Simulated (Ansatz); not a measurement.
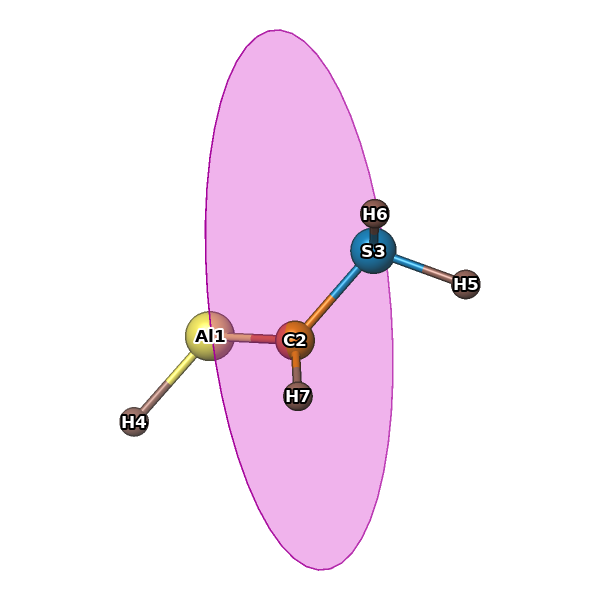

A disc through the centre of mass is drawn in. Distant atoms are faded towards the background colour. State: neutral, doublet. Computed geometry: PBE-D4/def2-SVP optimisation. No frequency run is at hand to confirm it as a minimum.

**Is the plane of the disc a mirror plane of the structure?**

No. The point group is Cs, with 1 mirror plane, and this plane isn't one of its mirror planes.
